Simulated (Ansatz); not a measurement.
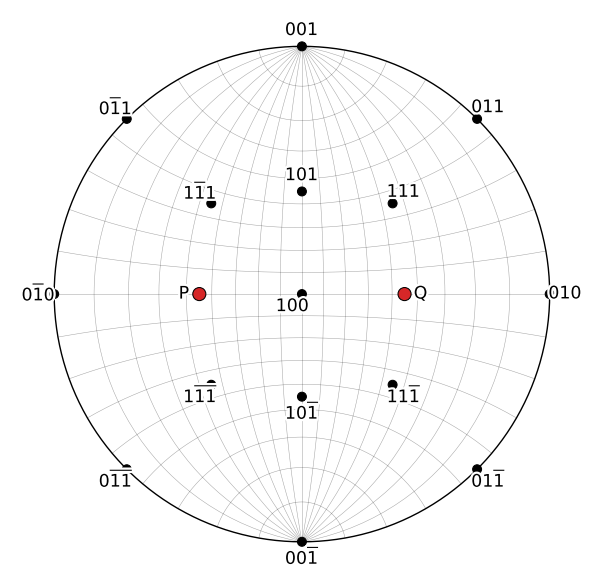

Stereographic projection of plane normals (upper hemisphere) centred on (1 0 0). Crystal: Ge, a calculation's input that goes back to an entry of the Crystallography Open Database (an earlier step may have relaxed or displaced it). All values are computed from the atomic coordinates in the standard setting (tolerance 0.002 Å).

a = 5.658 Å, b = 5.658 Å, c = 5.658 Å, α = 90.00°, β = 90.00°, γ = 90.00°.

> Index the poles marked P, Q.

P is (1 −1 0), 45.0° from the centre; Q is (1 1 0), 45.0° from the centre.

> What is the angle between the normals of (0 1 −1) and (1 1 1), and what are their d_hkl = 1/|g|?

90.0°; d = 4.000 Å and 3.266 Å.
